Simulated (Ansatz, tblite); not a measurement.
# BMe2(nacnacH) (C5H11BN2): which spin state is lowest

Aim: set other spin states of BMe2(nacnacH) (C5H11BN2) against its singlet, on many levels of theory.

Program: Ansatz 0.2.0, Gaussian basis. Level of theory: as each input shows. These are calculated values, not measurements.

The runs, in order: triplet, at the geometry of the singlet (GFN1-xTB, GFN2-xTB, PBE0-D4/def2-TZVP, PBE-D4/def2-TZVP, r2SCAN-D4/def2-TZVP); the singlet's energies come from earlier runs.

2 further runs of the same task are left out: 2 set aside as unsound or not needed.

**1. The relaxed structure**

The singlet was relaxed beforehand with PBE-D4/def2-SVP.

19 atoms, charge 0, spin multiplicity 1.

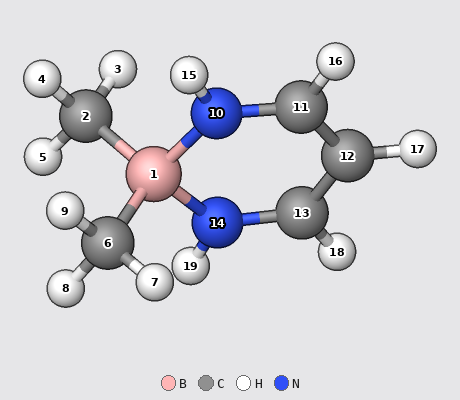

The structure; boron pink, carbon grey, hydrogen white, nitrogen blue; atoms are numbered from 1 in the order of the file.

**2. Triplet at the fixed geometry, GFN1-xTB**

Tight binding, by tblite at 300 K electronic temperature and without a spin-polarisation term:

```python
tblite.interface.Calculator('GFN1-xTB', numbers, positions, charge=0, uhf=2).singlepoint()
```

Energy -660.2770 eV; 0.041 s.

**3. Triplet at the fixed geometry, GFN2-xTB**

Tight binding, by tblite at 300 K electronic temperature and without a spin-polarisation term:

```python
tblite.interface.Calculator('GFN2-xTB', numbers, positions, charge=0, uhf=2).singlepoint()
```

Energy -634.1964 eV; 0.024 s.

**4. Triplet at the fixed geometry, PBE0-D4/def2-TZVP**

File in.yaml:

```yaml
crystal:
  periodic: [false, false, false]
  atoms:
    - {symbol: B, position_ang: [0.518284, -0.004933, 0.369174]}
    - {symbol: C, position_ang: [0.456223, -0.017403, 1.994852]}
    - {symbol: H, position_ang: [-0.583622, -0.015612, 2.389159]}
    - {symbol: H, position_ang: [0.975698, 0.864372, 2.432855]}
    - {symbol: H, position_ang: [0.967184, -0.910989, 2.418730]}
    - {symbol: C, position_ang: [2.032885, -0.006260, -0.224895]}
    - {symbol: H, position_ang: [2.062591, 0.001440, -1.336562]}
    - {symbol: H, position_ang: [2.606382, -0.898422, 0.113313]}
    - {symbol: H, position_ang: [2.612653, 0.876991, 0.125769]}
    - {symbol: N, position_ang: [-0.286757, 1.246689, -0.196358]}
    - {symbol: C, position_ang: [-1.364517, 1.218303, -0.964659]}
    - {symbol: C, position_ang: [-1.958560, 0.018647, -1.394847]}
    - {symbol: C, position_ang: [-1.374093, -1.192238, -0.983412]}
    - {symbol: N, position_ang: [-0.296660, -1.241146, -0.215678]}
    - {symbol: H, position_ang: [0.062696, 2.173565, 0.058220]}
    - {symbol: H, position_ang: [-1.804086, 2.184356, -1.272902]}
    - {symbol: H, position_ang: [-2.850327, 0.027136, -2.030647]}
    - {symbol: H, position_ang: [-1.821342, -2.149848, -1.306586]}
    - {symbol: H, position_ang: [0.045368, -2.174627, 0.024443]}
basis:
  gaussian: {orbitals: def2-TZVP}
magnetization: {spin_polarized: true, initial_magnetization: 2}
hamiltonian: {xc: pbe0, dispersion: d4}
scf: {omitted_lower_state_checks: [starts]}
output: {orbitals: {seedname: orbitals}}
```

Launch:

```bash
ansatz run in.yaml --threads 4 --pin off --events-out ev --progress --plain --max-ram 4787MiB
```

Output:

```text
Functional definition: PBE0
  name "PBE0"
  cite "Adamo & Barone, J. Chem. Phys. 110, 6158 (1999) doi:10.1063/1.478522"
  cite "Perdew, Burke & Ernzerhof, Phys. Rev. Lett. 77, 3865 (1996) doi:10.1103/PhysRevLett.77.3865"
  parent pbe
  parameter a = 0.25
  parameter kappa = 0.804
  parameter beta = 0.06672455060314922
  exchange = (1 - a)*pbe_x(kappa = kappa, mu = beta*pi^2/3) + a*exact_x
  correlation = pbe_c(beta = beta)
these checks for a lower state are left out or cut short: starts
1863 factors; their error is unknown
mean field evaluation 1: about -8996.1680 eV, gradient 6.0e1 eV
mean field evaluation 2: about -8984.8422 eV, gradient 7.5e1 eV
mean field evaluation 4: about -9012.2296 eV, gradient 5.9e0 eV
mean field evaluation 8: about -9012.3846 eV, gradient 1.3e-1 eV
mean field evaluation 16: about -9012.3775 eV, gradient 5.5e-4 eV
mean field -9012.37751091 eV, -331.1987647172 hartree, gradient 1.4e-5 eV, S^2 2.008304; 0 other end points of the search recorded, 0 dependent functions left out
reference -9012.37754985 eV, -331.1987661482 hartree; 31, 29 occupied and 283, 285 virtual orbitals, 1863 factors
Total energy: -9012.79586854 eV, -331.2141390764 hartree
Checks for a lower state left out: starts
```

Wall time 26 s (4 threads of Intel Xeon at 2.50GHz, shared host); peak memory 1.2 GiB.

HOMO -3.33 eV, LUMO -3.49 eV (over both spins; with the spin held, an empty level of the minority spin lies below the top filled one); ⟨S²⟩ 2.008 (pure: 2.00).

**5. Triplet at the fixed geometry, PBE-D4/def2-TZVP**

start.molden holds the orbitals of an earlier run on this state, given as this run's starting guess.

in.yaml: that of step 4 with these lines changed.

```diff
@@ -23,5 +23,5 @@
 basis:
-  gaussian: {orbitals: def2-TZVP}
+  gaussian: {orbitals: def2-TZVP, initial_orbitals: start.molden}
 magnetization: {spin_polarized: true, initial_magnetization: 2}
-hamiltonian: {xc: pbe0, dispersion: d4}
+hamiltonian: {xc: pbe, dispersion: d4}
 scf: {omitted_lower_state_checks: [starts]}
```

Launched as before.

Output:

```text
Functional definition: PBE
  name "PBE"
  cite "Perdew, Burke & Ernzerhof, Phys. Rev. Lett. 77, 3865 (1996) doi:10.1103/PhysRevLett.77.3865"
  parent pbe
  parameter kappa = 0.804
  parameter beta = 0.06672455060314922
  exchange = pbe_x(kappa = kappa, mu = beta*pi^2/3)
  correlation = pbe_c(beta = beta)
these checks for a lower state are left out or cut short: starts
1863 factors; their error is unknown
mean field evaluation 1: about -9011.3618 eV, gradient 7.9e0 eV
mean field evaluation 2: about -9011.5262 eV, gradient 2.0e-1 eV
mean field evaluation 4: about -9011.4687 eV, gradient 4.6e-3 eV
mean field evaluation 8: about -9011.4687 eV, gradient 1.6e-5 eV
mean field -9011.46868044 eV, -331.1653658134 hartree, gradient 1.6e-5 eV, S^2 2.003749; 0 other end points of the search recorded, 0 dependent functions left out
reference -9011.46873335 eV, -331.1653677576 hartree; 31, 29 occupied and 283, 285 virtual orbitals, 1863 factors
Total energy: -9011.96097476 eV, -331.1834572957 hartree
Checks for a lower state left out: starts
```

Wall time 13 s (4 threads of Intel Xeon at 2.50GHz, shared host); peak memory 0.61 GiB.

Report: HOMO -2.29 eV, LUMO -4.28 eV (over both spins; with the spin held, an empty level of the minority spin lies below the top filled one); ⟨S²⟩ 2.004 (pure: 2.00).

**6. Triplet at the fixed geometry, r2SCAN-D4/def2-TZVP**

in.yaml: that of step 5 with these lines changed.

```diff
@@ -25,3 +25,3 @@
 magnetization: {spin_polarized: true, initial_magnetization: 2}
-hamiltonian: {xc: pbe, dispersion: d4}
+hamiltonian: {xc: r2scan, dispersion: d4}
 scf: {omitted_lower_state_checks: [starts]}
```

The command is unchanged.

Output:

```text
Functional definition: r2SCAN
  name "r2SCAN"
  cite "Furness, Kaplan, Ning, Perdew & Sun, J. Phys. Chem. Lett. 11, 8208 (2020) doi:10.1021/acs.jpclett.0c02405"
  cite "Furness, Kaplan, Ning, Perdew & Sun, J. Phys. Chem. Lett. 11, 9248 (2020) doi:10.1021/acs.jpclett.0c03077"
  parent r2scan
  parameter k0 = 0.174
  parameter k1 = 0.065
  parameter a1 = 4.9479
  exchange = r2scan_x(k0 = k0, k1 = k1, a1 = a1)
  correlation = r2scan_c
these checks for a lower state are left out or cut short: starts
1863 factors; their error is unknown
mean field evaluation 1: about -9018.1187 eV, gradient 4.2e0 eV
mean field evaluation 2: about -9018.1806 eV, gradient 6.7e-2 eV
mean field evaluation 4: about -9018.1343 eV, gradient 1.0e-3 eV
mean field evaluation 8: about -9018.1343 eV, gradient 1.7e-5 eV
mean field -9018.13427688 eV, -331.4103219644 hartree, gradient 1.7e-5 eV, S^2 2.009070; 0 other end points of the search recorded, 0 dependent functions left out
reference -9018.13429401 eV, -331.4103225940 hartree; 31, 29 occupied and 283, 285 virtual orbitals, 1863 factors
Total energy: -9018.26828769 eV, -331.4152467707 hartree
Checks for a lower state left out: starts
```

Run time: 22 s. Hardware: 4 threads of Intel Xeon at 2.50GHz, shared host; peak memory 0.7 GiB.

Report: HOMO -2.52 eV, LUMO -4.09 eV (over both spins; with the spin held, an empty level of the minority spin lies below the top filled one); ⟨S²⟩ 2.009 (pure: 2.00).

**7. Triplet less singlet, vertical**

The singlet's energies are those of its earlier runs, whose logs aren't repeated here.

```
              level  triplet less singlet, vertical (kJ/mol)     time
           GFN1-xTB                                   +246.1  0.073 s
           GFN2-xTB                                   +242.9  0.045 s
   PBE-D4/def2-TZVP                                   +215.3     19 s
r2SCAN-D4/def2-TZVP                                   +209.9     32 s
  PBE0-D4/def2-TZVP                                   +219.9     35 s
```

Times add the two runs; a level without a time comes out of a correlated run. Tight binding without a spin term can't rank spin states.

**8. What came out**

```
                                                quantity                                          value
triplet less singlet, vertical, functionals in def2-TZVP  +209.9 (r2SCAN-D4) to +219.9 kJ/mol (PBE0-D4)
```

**Reading.** All functionals put the triplet above the singlet, over a spread of 10.0 kJ/mol. The checks for a lower triplet were left out, so another state of that spin may lie lower. These are electronic energies, without zero-point motion, entropy or surroundings.
